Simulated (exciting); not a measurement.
## Core excitons at the F K edge of KZnF3

Wanted: the near-edge spectrum and the bound core excitons at the F K edge of KZnF3.

Main program and level: exciting sodium; X-ray absorption, core-level Bethe-Salpeter equation, exchange and statically screened direct term, Tamm-Dancoff, all-electron LAPW+lo PBE.

## 1. Starting point

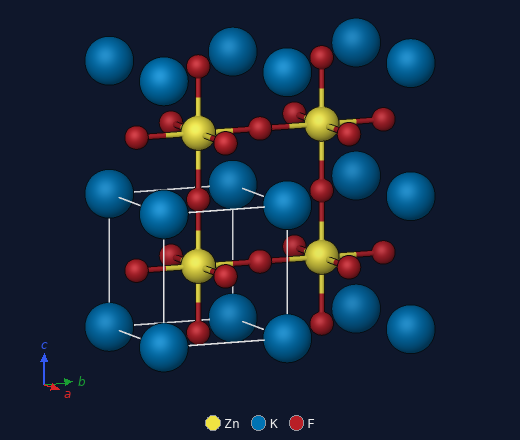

Start, viewed slightly off an axis; zinc yellow, potassium blue, fluorine red. 1×2×2 cells are drawn. Some periodic images of atoms are drawn too.

As a file:

```cif
data_structure
_symmetry_space_group_name_H-M 'Pm-3m'
_symmetry_Int_Tables_number 221
_cell_length_a 4.0500
_cell_length_b 4.0500
_cell_length_c 4.0500
_cell_angle_alpha 90.000
_cell_angle_beta 90.000
_cell_angle_gamma 90.000
_cell_volume 66.43
loop_
_atom_site_label
_atom_site_type_symbol
_atom_site_symmetry_multiplicity
_atom_site_Wyckoff_symbol
_atom_site_fract_x
_atom_site_fract_y
_atom_site_fract_z
_atom_site_occupancy
Zn1 Zn 1 b 0.50000 0.50000 0.50000 1
K1 K 1 a 0.00000 0.00000 0.00000 1
F1 F 3 c 0.50000 0.00000 0.50000 1
```

Differences between curves are given as r.m.s. difference over r.m.s. height.

## 2. Ground state

The species files are the program's own, with muffin-tin radii set in the input.

input.xml

```
<input>
  <title>KZnF3</title>
  <structure speciespath="." autormt="false" epslat="1.0e-5">
    <crystal>
      <basevect>7.6533908033 0.0000000000 0.0000000000</basevect>
      <basevect>0.0000000000 7.6533908033 0.0000000000</basevect>
      <basevect>0.0000000000 0.0000000000 7.6533908033</basevect>
    </crystal>
    <species speciesfile="Zn.xml" rmt="2.152">
      <atom coord="0.5000000000 0.5000000000 0.5000000000"/>
    </species>
    <species speciesfile="K.xml" rmt="2.367">
      <atom coord="0.0000000000 0.0000000000 0.0000000000"/>
    </species>
    <species speciesfile="F.xml" rmt="1.560">
      <atom coord="0.5000000000 0.0000000000 0.5000000000"/>
      <atom coord="0.0000000000 0.5000000000 0.5000000000"/>
      <atom coord="0.5000000000 0.5000000000 0.0000000000"/>
    </species>
  </structure>
  <groundstate do="fromscratch" xctype="GGA_PBE" ngridk="4 4 4" rgkmax="7" gmaxvr="14" nempty="8" swidth="0.001" maxscl="100" epsengy="1e-5"/>
</input>
```

Run with:

```
$ OMP_NUM_THREADS=1 mpirun -n 2 exciting
```

Numbers of over 12 decimals in the logs are rounded to 6 here.

What it wrote:

```text
EXCITING SODIUM started
********************************************************************************
* Ground-state run starting from atomic densities                              *
********************************************************************************
+ Starting initialization                                                      +
[... lattice and species ...]
 Spin treatment                             :    spin-unpolarised
 Number of Bravais lattice symmetries       :      48
[...]
+ Self-consistent loop stopped                                                 +
 STATE.OUT is written
********************************************************************************
* Groundstate module stopped                                                   *
********************************************************************************
 Total time spent (seconds)                 :        76.92
- CAUTION! Warnings have been written in file WARNING.OUT !                    -
| EXCITING SODIUM stopped                                                      =
[key lines of the parts left out:]
Total energy                               :     -2698.14700556
Fermi energy                               :         0.11286851
```

It took 78 s on 2 MPI ranks of Arm Neoverse V2, shared host.

The warnings file holds hints only, no warning.

The mesh shows a gap of 3.91 eV. Core levels (Dirac, from the valence top):

```csv
atom,level,energy (eV)
Zn,2s1/2,-1150.8
Zn,2p1/2,-1012.6
Zn,2p3/2,-988.8
Zn,3s1/2,-122.4
K,1s1/2,-3513.3
K,2s1/2,-344.9
K,2p1/2,-273.5
K,2p3/2,-270.6
F,1s1/2,-652.8
```

## 3. A richer basis for the empty states

Each species file gets more local orbitals, built from u and its energy derivative at 0.15 Ha and u at 0.9 Ha.

input.xml is that of step 2.

SPECIES.xml, added lines

```
<lo l="L">  <!-- L = 0, 1, 2 -->
  <wf matchingOrder="0" trialEnergy="0.1500" searchE="false"/>
  <wf matchingOrder="1" trialEnergy="0.1500" searchE="false"/>
  <wf matchingOrder="0" trialEnergy="0.9000" searchE="false"/>
</lo>
```

Run with:

```
$ OMP_NUM_THREADS=1 mpirun -n 2 exciting
```

What it wrote:

```text
EXCITING SODIUM started
********************************************************************************
* Ground-state run starting from atomic densities                              *
********************************************************************************
+ Starting initialization                                                      +
[... lattice and species ...]
 Spin treatment                             :    spin-unpolarised
 Number of Bravais lattice symmetries       :      48
[...]
+ Self-consistent loop stopped                                                 +
 STATE.OUT is written
********************************************************************************
* Groundstate module stopped                                                   *
********************************************************************************
 Total time spent (seconds)                 :        79.62
- CAUTION! Warnings have been written in file WARNING.OUT !                    -
| EXCITING SODIUM stopped                                                      =
[key lines of the parts left out:]
Total energy                               :     -2698.14902799
Fermi energy                               :         0.11403782
```

Elapsed: 81 s, on 2 MPI ranks.

Against the first ground state the total energy moves by -11 meV an atom and the gap by -0.03 eV.

## 4. Screening, kernels and BSE for F atom 3

The absorber has 2 Zn at 2.02 Å (linear, site symmetry 4/mmm).

input.xml: that of step 3 with these lines changed.

```diff
@@ -20,3 +20,20 @@
   </structure>
-  <groundstate do="fromscratch" xctype="GGA_PBE" ngridk="4 4 4" rgkmax="7" gmaxvr="14" nempty="8" swidth="0.001" maxscl="100" epsengy="1e-5"/>
+  <groundstate do="skip" xctype="GGA_PBE" ngridk="4 4 4" rgkmax="7" gmaxvr="14" nempty="8" swidth="0.001" maxscl="100" epsengy="1e-5"/>
+  <xs xstype="BSE" ngridk="4 4 4" ngridq="4 4 4" vkloff="0.097 0.273 0.493" rgkmax="7" nempty="33" gqmax="3" lmaxapwwf="5" lmaxemat="2" broad="0.01654" tevout="true">
+    <energywindow intv="23.686 25.303" points="439"/>
+    <screening screentype="full" nempty="54"/>
+    <BSE xas="true" xasspecies="3" xasatom="1" xasedge="K" bsetype="singlet" nstlxas="1 29"/>
+    <qpointset>
+      <qpoint>0 0 0</qpoint>
+    </qpointset>
+    <plan>
+      <doonly task="xsgeneigvec"/>
+      <doonly task="writepmatxs"/>
+      <doonly task="scrgeneigvec"/>
+      <doonly task="scrwritepmat"/>
+      <doonly task="screen"/>
+      <doonly task="scrcoulint"/>
+      <doonly task="exccoulint"/>
+    </plan>
+  </xs>
 </input>
```

input.xml for the last start (plan only)

```
  <plan>
    <doonly task="bse"/>
  </plan>
```

Run with:

```
$ OMP_NUM_THREADS=1 mpirun -n 2 exciting
$ OMP_NUM_THREADS=2 exciting
```

What it wrote:

```text
| EXCITING SODIUM started for task xsgeneigvec ( 301)                          =
One-shot GS runs for BSE calculations
One-shot GS runs for k+qmt/2 grids
Info(xsgeneigvec): Generating eigenvectors for Q-point      1
Info(xsgeneigvec): Generation of eigenvectors finished
| EXCITING SODIUM started for task writepmatxs ( 320)                          =
Info(writepmatxs): Momentum matrix elements finished
| EXCITING SODIUM started for task scrgeneigvec ( 401)                         =
One-shot GS runs for BSE calculations
One-shot GS runs for k+qmt/2 grids
[...]
Info(setup_bse_block): Setting up RR part of hamiltonian
Info(setup_bse_block): Singlet spin state
Info(bse): Diagonalizing RR Hamiltonian (TDA)
Info(bse): Invoking Lapack routine ZHEEVR
      3712 eigen solutions found in the interval:
         i1=       1 i2=    3712
Info(bse): Writing excition energies and oscillator strengths to text file.
Info(makespectrum_dist): Making spectrum using formula for coupling with time reversed AR basis.
Info(makespectrum_dist): Using formalism for vanishing momentum transfer.
Info(writederived): Writing quantities derived from the macroscopic dielectric function.
Info(bselauncher): Spectrum finished for iqmt=  1
Info(bselauncher): All done for BSE type singlet
```

Wall time 28 min (2 MPI ranks).

Wall time by task: xsgeneigvec 28 s, writepmatxs 10 s, scrgeneigvec 27 s, scrwritepmat 6.3 s, screen 4.5 min, scrcoulint 10 min, exccoulint 11 min, bse 50 s.

The F K spectrum of F atom 3 (energy from the Kohn–Sham onset, core level to the lowest empty state found on the meshes used, 656.54 eV; the ground-state mesh sets it, and the shifted mesh has its lowest transition 0.40 eV above it; Im ε scaled to the maximum of the singlet run; cut below the end of the band set):

```csv
E (eV),Im ε
-4.0,0.02
-3.0,0.03
-2.0,0.07
-1.0,0.29
0.0,0.49
1.0,0.34
2.0,0.45
3.0,0.92
4.0,0.48
5.0,0.42
6.0,0.22
7.0,0.22
8.0,0.27
9.0,0.18
10.0,0.13
11.0,0.10
12.0,0.07
13.0,0.07
14.0,0.14
15.0,0.15
16.0,0.22
17.0,0.18
18.0,0.12
19.0,0.08
20.0,0.09
21.0,0.10
22.0,0.11
```

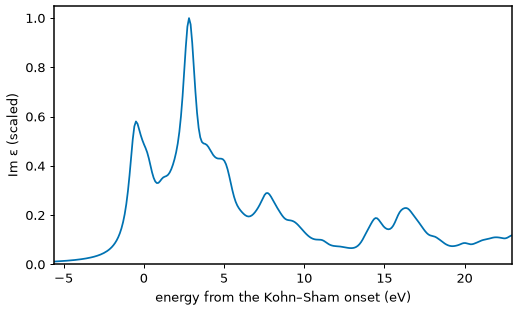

The F K edge of F atom 3.

Maxima (height): -0.5 eV (0.58), 2.8 eV (1.00), 7.7 eV (0.29), 14.4 eV (0.19) and 16.4 eV (0.23).

The Hamiltonian has 3712 rows. The lowest groups of eigenvalues and the brightest ones, on the scale above (the program counts from the shifted mesh's onset, 0.40 eV higher). Core spinors bring spin-forbidden partners, so dark means forbidden by spin or by symmetry, and the shifted mesh splits states that symmetry would keep together:

```csv
energy (eV),states within 10 meV,relative strength
-1.342,2,4.4e-4
-0.577,1,dark
-0.552,1,1.00
-0.469,2,0.019
-0.137,2,0.28
0.039,2,0.011
0.205,2,0.32
2.773,1,0.65
2.810,3,0.31
2.821,1,0.40
2.943,4,0.33
```

## 5. Independent particles

input.xml: that of step 4 with these lines changed.

```diff
@@ -24,3 +24,3 @@
     <screening screentype="full" nempty="54"/>
-    <BSE xas="true" xasspecies="3" xasatom="1" xasedge="K" bsetype="singlet" nstlxas="1 29"/>
+    <BSE xas="true" xasspecies="3" xasatom="1" xasedge="K" bsetype="IP" nstlxas="1 29"/>
     <qpointset>
@@ -29,9 +29,3 @@
     <plan>
-      <doonly task="xsgeneigvec"/>
-      <doonly task="writepmatxs"/>
-      <doonly task="scrgeneigvec"/>
-      <doonly task="scrwritepmat"/>
-      <doonly task="screen"/>
-      <doonly task="scrcoulint"/>
-      <doonly task="exccoulint"/>
+      <doonly task="bse"/>
     </plan>
```

Run with:

```
$ OMP_NUM_THREADS=2 exciting
```

What it wrote:

```text
| EXCITING SODIUM started for task bse ( 445)                                  =
Info(bselauncher): Init time:    0.865431
Info(bselauncher): Setting up and diagonalizing BSE Hamiltonian.
Info(bselauncher): Using momentum transfer vectors from list :   1 to  1
Info(bselauncher): Distributing qmt-points over   1 processes.
Info(bselauncher): BSE type: IP
Info(bselauncher): Momentum transfer list index: iqmt=  1
Info(bselauncher): Momentum transfer: vqmtl=   0.000   0.000   0.000
Info(bse): Inspecting occupations...
Info(setranges_modxs): Number of non-reduced k-points:       64
[...]
highest unoccupied state:  53
  Opening gap with a scissor of:      0.000/H      0.000/eV
Info(select_transitions): Number of participating transitions:    3712
Info(bse): Selecting transitions...
Info(bse):bsegap (eV):   656.936557
Info(bse): IP requested, nothing much to do
Info(bse): Writing excition energies and oscillator strengths to text file.
Info(makespectrum_dist): Making spectrum using formula for coupling with time reversed AR basis.
Info(makespectrum_dist): Using formalism for vanishing momentum transfer.
Info(writederived): Writing quantities derived from the macroscopic dielectric function.
Info(bselauncher): Spectrum finished for iqmt=  1
Info(bselauncher): All done for BSE type IP
```

Wall time 1.5 s (2 threads).

Maxima (height): 3.7 eV (0.22), 7.2 eV (0.61), 10.7 eV (0.48), 18.4 eV (0.27) and 19.3 eV (0.27); 1 lower ones aren't listed. Against the singlet run the r.m.s. difference is 85 %. Moving the earlier curve by +4.3 eV leaves 41 %. The highest maximum lies at 7.2 eV (0.61), against 2.8 eV (1.00).

## 6. Exchange alone

input.xml: that of step 5 with these lines changed.

```diff
@@ -24,3 +24,3 @@
     <screening screentype="full" nempty="54"/>
-    <BSE xas="true" xasspecies="3" xasatom="1" xasedge="K" bsetype="IP" nstlxas="1 29"/>
+    <BSE xas="true" xasspecies="3" xasatom="1" xasedge="K" bsetype="RPA" nstlxas="1 29"/>
     <qpointset>
```

Run with:

```
$ OMP_NUM_THREADS=2 exciting
```

What it wrote:

```text
| EXCITING SODIUM started for task bse ( 445)                                  =
Info(bselauncher): Init time:    0.866148
Info(bselauncher): Setting up and diagonalizing BSE Hamiltonian.
Info(bselauncher): Using momentum transfer vectors from list :   1 to  1
Info(bselauncher): Distributing qmt-points over   1 processes.
Info(bselauncher): BSE type: RPA
Info(bselauncher): Momentum transfer list index: iqmt=  1
Info(bselauncher): Momentum transfer: vqmtl=   0.000   0.000   0.000
Info(bse): Inspecting occupations...
Info(setranges_modxs): Number of non-reduced k-points:       64
[...]
Info(setup_bse_block): Setting up RR part of hamiltonian
Info(setup_bse_block): Using RPA approximation
Info(bse): Diagonalizing RR Hamiltonian (TDA)
Info(bse): Invoking Lapack routine ZHEEVR
      3712 eigen solutions found in the interval:
         i1=       1 i2=    3712
Info(bse): Writing excition energies and oscillator strengths to text file.
Info(makespectrum_dist): Making spectrum using formula for coupling with time reversed AR basis.
Info(makespectrum_dist): Using formalism for vanishing momentum transfer.
Info(writederived): Writing quantities derived from the macroscopic dielectric function.
Info(bselauncher): Spectrum finished for iqmt=  1
Info(bselauncher): All done for BSE type RPA
```

It took 46 s on 2 threads.

Maxima (height): 3.7 eV (0.22), 7.2 eV (0.60), 10.7 eV (0.49), 18.4 eV (0.27) and 19.4 eV (0.27); 1 lower ones aren't listed. Against the independent-particle run the r.m.s. difference is 2 %.

## 7. Direct term alone

input.xml: that of step 6 with these lines changed.

```diff
@@ -24,3 +24,3 @@
     <screening screentype="full" nempty="54"/>
-    <BSE xas="true" xasspecies="3" xasatom="1" xasedge="K" bsetype="RPA" nstlxas="1 29"/>
+    <BSE xas="true" xasspecies="3" xasatom="1" xasedge="K" bsetype="triplet" nstlxas="1 29"/>
     <qpointset>
```

Run with:

```
$ OMP_NUM_THREADS=2 exciting
```

What it wrote:

```text
| EXCITING SODIUM started for task bse ( 445)                                  =
Info(bselauncher): Init time:    0.861953
Info(bselauncher): Setting up and diagonalizing BSE Hamiltonian.
Info(bselauncher): Using momentum transfer vectors from list :   1 to  1
Info(bselauncher): Distributing qmt-points over   1 processes.
Info(bselauncher): BSE type: triplet
Info(bselauncher): Momentum transfer list index: iqmt=  1
Info(bselauncher): Momentum transfer: vqmtl=   0.000   0.000   0.000
Info(bse): Inspecting occupations...
[...]
Info(setup_bse_block): Setting up RR part of hamiltonian
Info(setup_bse_block): Triplet spin state
Info(bse): Diagonalizing RR Hamiltonian (TDA)
Info(bse): Invoking Lapack routine ZHEEVR
      3712 eigen solutions found in the interval:
         i1=       1 i2=    3712
Info(bse): Writing excition energies and oscillator strengths to text file.
Info(makespectrum_dist): Making spectrum using formula for coupling with time reversed AR basis.
Info(makespectrum_dist): Using formalism for vanishing momentum transfer.
Info(writederived): Writing quantities derived from the macroscopic dielectric function.
Info(bselauncher): Spectrum finished for iqmt=  1
Info(bselauncher): All done for BSE type triplet
```

Run time: 45 s. Hardware: 2 threads.

Maxima (height): -0.5 eV (0.60), 2.8 eV (1.01), 7.6 eV (0.29), 14.4 eV (0.19) and 16.4 eV (0.23). The spectrum differs from the singlet run by 3 % r.m.s.

## 8. Local-field cutoff

Changed against the first singlet run: cutoff of the kernels (bohr⁻¹) from 3 to 1.5.

input.xml: that of step 7 with these lines changed.

```diff
@@ -21,6 +21,6 @@
   <groundstate do="skip" xctype="GGA_PBE" ngridk="4 4 4" rgkmax="7" gmaxvr="14" nempty="8" swidth="0.001" maxscl="100" epsengy="1e-5"/>
-  <xs xstype="BSE" ngridk="4 4 4" ngridq="4 4 4" vkloff="0.097 0.273 0.493" rgkmax="7" nempty="33" gqmax="3" lmaxapwwf="5" lmaxemat="2" broad="0.01654" tevout="true">
+  <xs xstype="BSE" ngridk="4 4 4" ngridq="4 4 4" vkloff="0.097 0.273 0.493" rgkmax="7" nempty="33" gqmax="1.5" lmaxapwwf="5" lmaxemat="2" broad="0.01654" tevout="true">
     <energywindow intv="23.686 25.303" points="439"/>
     <screening screentype="full" nempty="54"/>
-    <BSE xas="true" xasspecies="3" xasatom="1" xasedge="K" bsetype="triplet" nstlxas="1 29"/>
+    <BSE xas="true" xasspecies="3" xasatom="1" xasedge="K" bsetype="singlet" nstlxas="1 29"/>
     <qpointset>
@@ -29,3 +29,6 @@
     <plan>
-      <doonly task="bse"/>
+      <doonly task="xsgeneigvec"/>
+      <doonly task="screen"/>
+      <doonly task="scrcoulint"/>
+      <doonly task="exccoulint"/>
     </plan>
```

input.xml for the last start (plan only)

```
  <plan>
    <doonly task="bse"/>
  </plan>
```

Run with:

```
$ OMP_NUM_THREADS=1 mpirun -n 2 exciting
$ OMP_NUM_THREADS=2 exciting
```

What it wrote:

```text
| EXCITING SODIUM started for task xsgeneigvec ( 301)                          =
One-shot GS runs for BSE calculations
One-shot GS runs for k+qmt/2 grids
Info(xsgeneigvec): Generating eigenvectors for Q-point      1
Info(xsgeneigvec): Generation of eigenvectors finished
| EXCITING SODIUM started for task screen ( 430)                               =
Info(screenlauncher): Calculating screening for unshifted q-grid.
Info(screenlauncher): Number of q points:      10
Info(screenlauncher): lowest (partially)  unoccupied state:     25
[...]
Info(setup_bse_block): Setting up RR part of hamiltonian
Info(setup_bse_block): Singlet spin state
Info(bse): Diagonalizing RR Hamiltonian (TDA)
Info(bse): Invoking Lapack routine ZHEEVR
      3712 eigen solutions found in the interval:
         i1=       1 i2=    3712
Info(bse): Writing excition energies and oscillator strengths to text file.
Info(makespectrum_dist): Making spectrum using formula for coupling with time reversed AR basis.
Info(makespectrum_dist): Using formalism for vanishing momentum transfer.
Info(writederived): Writing quantities derived from the macroscopic dielectric function.
Info(bselauncher): Spectrum finished for iqmt=  1
Info(bselauncher): All done for BSE type singlet
```

Run time: 9.4 min. Hardware: 2 MPI ranks.

Wall time by task: xsgeneigvec 27 s, screen 2.1 min, scrcoulint 4.7 min, exccoulint 87 s, bse 43 s.

These settings are cheaper. The spectrum differs from the singlet run by 9 % r.m.s. The first bright state moves from -0.55 to -0.48 eV. The kernels miss the short-range part of the Coulomb interaction, its components above their cutoff.

```csv
E (eV),first run,this run
-4.0,0.02,0.02
-3.0,0.03,0.03
-2.0,0.07,0.06
-1.0,0.29,0.22
0.0,0.49,0.50
1.0,0.34,0.34
2.0,0.45,0.41
3.0,0.92,0.98
4.0,0.48,0.52
5.0,0.42,0.45
6.0,0.22,0.23
7.0,0.22,0.22
8.0,0.27,0.28
9.0,0.18,0.18
10.0,0.13,0.14
11.0,0.10,0.10
12.0,0.07,0.08
13.0,0.07,0.07
14.0,0.14,0.15
15.0,0.15,0.15
16.0,0.22,0.21
17.0,0.18,0.18
18.0,0.12,0.11
19.0,0.08,0.08
20.0,0.09,0.09
21.0,0.10,0.10
22.0,0.11,0.11
```

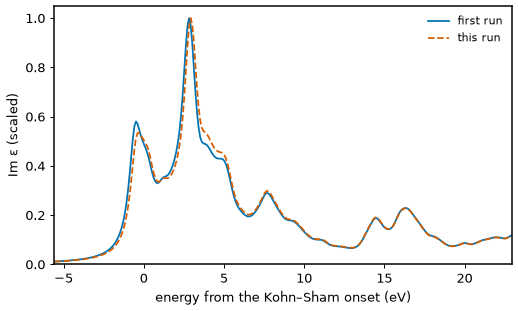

This run beside the first singlet run.

## 9. From independent particles to the full kernel

```csv
level,curve passes 0.15 (eV),highest maximum (eV),its height
IP,2.5,7.2,0.61
RPA,2.5,7.2,0.60
direct only,-1.4,2.8,1.01
singlet,-1.3,2.8,1.00
```

```csv
E (eV),IP,RPA,direct only,singlet
-4.0,0.01,0.01,0.02,0.02
-3.0,0.01,0.01,0.03,0.03
-2.0,0.01,0.01,0.07,0.07
-1.0,0.01,0.01,0.32,0.29
0.0,0.02,0.02,0.49,0.49
1.0,0.05,0.05,0.34,0.34
2.0,0.11,0.11,0.47,0.45
3.0,0.20,0.20,0.90,0.92
4.0,0.21,0.21,0.47,0.48
5.0,0.25,0.25,0.41,0.42
6.0,0.38,0.37,0.22,0.22
7.0,0.58,0.57,0.22,0.22
8.0,0.40,0.41,0.26,0.27
9.0,0.31,0.31,0.18,0.18
10.0,0.40,0.40,0.13,0.13
11.0,0.47,0.47,0.10,0.10
12.0,0.28,0.28,0.07,0.07
13.0,0.17,0.17,0.07,0.07
14.0,0.10,0.10,0.15,0.14
15.0,0.09,0.09,0.15,0.15
16.0,0.15,0.15,0.21,0.22
17.0,0.15,0.15,0.18,0.18
18.0,0.26,0.26,0.11,0.12
19.0,0.26,0.26,0.08,0.08
20.0,0.20,0.21,0.09,0.09
21.0,0.16,0.16,0.09,0.10
22.0,0.14,0.14,0.11,0.11
```

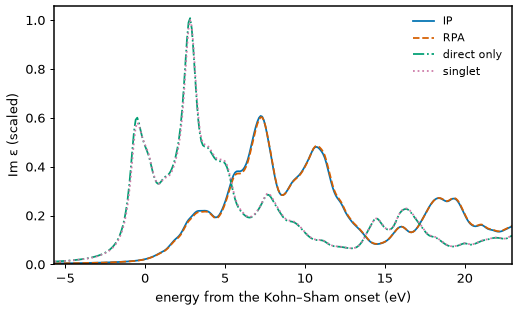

The spectrum at each level.

## 10. Summary of results

```yaml
absorber_and_edge: F K, atom 3
surroundings: 2 Zn at 2.02 Å (linear, site symmetry 4/mmm)
first_bright_state: -0.55 eV from the Kohn–Sham onset, on this mesh
highest_maximum: 2.8 eV
cost_of_the_bse_run: 28 min on 2 MPI ranks of Arm Neoverse V2, shared host; the last task ran on as many threads
```

In words: Is a core exciton bound? Yes on this mesh: the first bright state (over 5 % of the brightest) lies at -0.55 eV from the Kohn–Sham onset and at -0.95 eV from the lowest bare transition of its own mesh; weaker or dark states reach down to -1.34 eV. Exchange alone changes the independent-particle spectrum by 1.7 % r.m.s. Leaving exchange out of the full kernel changes the spectrum by 3 % r.m.s. Binding energies aren't converged on 64 k points, and fine structure above the first lines is partly noise of the mesh. The kernel cutoff is low for a compact core orbital, so the effect of exchange is a lower bound. The zero comes from the unshifted 4×4×4 ground-state mesh; it is exact only where the band minimum lies on that mesh. The Kohn–Sham onset, 657 eV, is no photon energy: the scale needs a rigid shift. Bands and screening come from semilocal DFT, whose small gap overscreens. Vibrations and energy-dependent lifetimes are left out. The structure is a published determination, not relaxed.

[Banner, clock and machine lines of the logs are left out without a mark of their own.]

[Logs are printed without paths, hosts, clocks, repeated set-up lines and the standing remarks that a program may print on its own settings, such as how far it seeks lower states.]

[Hosts, paths, dates, database ids (printed as entryN), source tags and the programs' standing remarks are cut or masked in the printed files.]
